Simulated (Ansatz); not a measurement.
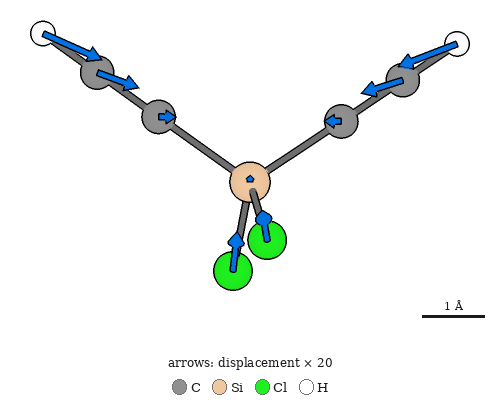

A relaxation of C4H2Cl2Si. The starting structure is drawn; blue arrows show the displacements, 20 times their true length. The two geometries are superimposed by the best rigid fit.

Style: ball-and-stick. Shown at a tilt.

The start comes from PBE-D4/def2-SVP.

All numbers below come from RKS PBE0-D4/def2-TZVP (Ansatz).

Input
```yaml
crystal:
  periodic: [false, false, false]
  atoms:
    - {symbol: C, position_ang: [0.597607, -2.553398, 0.442481]}
    - {symbol: C, position_ang: [0.425075, -1.453673, -0.076079]}
    - {symbol: Si, position_ang: [0.166952, 0.179806, -0.836668]}
    - {symbol: Cl, position_ang: [-1.192709, 0.004303, -2.383269]}
    - {symbol: Cl, position_ang: [1.961513, 0.868021, -1.596475]}
    - {symbol: C, position_ang: [-0.464200, 1.373566, 0.383945]}
    - {symbol: C, position_ang: [-0.889897, 2.175454, 1.210870]}
    - {symbol: H, position_ang: [0.750006, -3.523566, 0.898895]}
    - {symbol: H, position_ang: [-1.265747, 2.883189, 1.939200]}
basis:
  gaussian: {orbitals: def2-TZVP}
hamiltonian: {xc: pbe0, dispersion: d4}
relax: {f_tol: 0.005, max_steps: 150}
```

Which element moves most?

Answer. Hydrogen: up to 0.053 Å, against 0.039 Å for chlorine.

Describe the change and its energy.

Answer. The largest moves after the best rigid fit, 0.053 Å, are those of H8 and H9. By element the largest moves are H 0.053 Å, Cl 0.039 Å, C 0.037 Å, Si 0.006 Å. Near-neighbour distances that change, for instance: Si3–Cl4 2.067 → 2.033 Å, C1–C2 1.228 → 1.205 Å, C1–H8 1.083 → 1.066 Å, C2–Si3 1.820 → 1.804 Å. After 4 geometry steps the energy has fallen by 0.095 eV. Largest force component: 1.6 eV/Å at the start, 0.00067 eV/Å at the end.
